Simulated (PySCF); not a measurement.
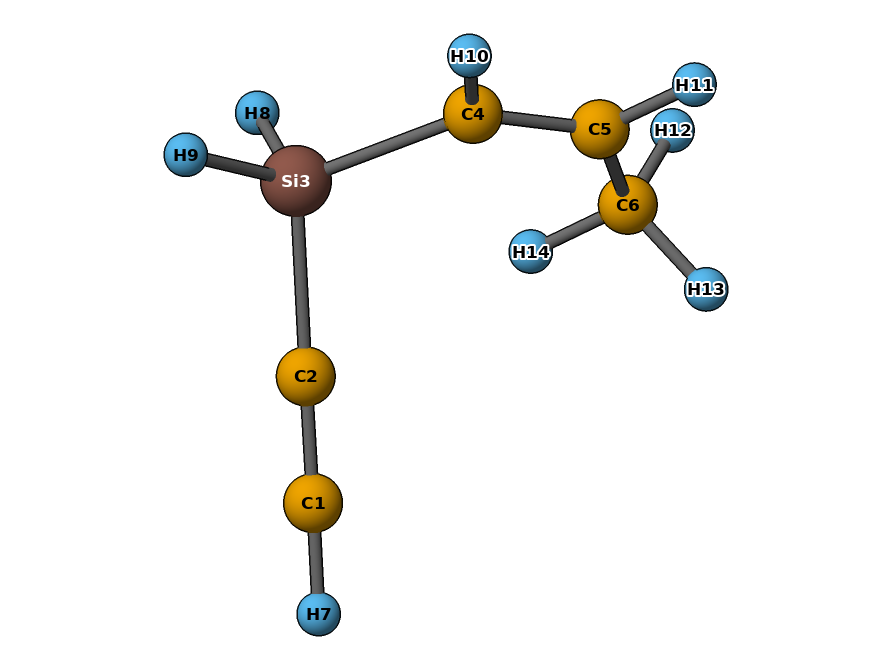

The questions are on isotropic NMR shieldings of the C atoms. The computed structure is the end point of a GFN2-xTB optimisation. No frequency run is at hand to confirm it as a minimum. Properties computed with GIAO PBE0/pcSseg-1 NMR shielding, non-relativistic, gas phase (PySCF 2.14.0).

Give the isotropic NMR shieldings of the C atoms atom by atom.

```tsv
atom	σ (ppm)
C1	82.8
C2	99.4
C4	64.2
C5	27.1
C6	162.3
```

The geometry is semi-empirical. Around Si such bond lengths and angles can be off by a tenth of an ångström or more and by several degrees, and values that hang on the shape move with them.
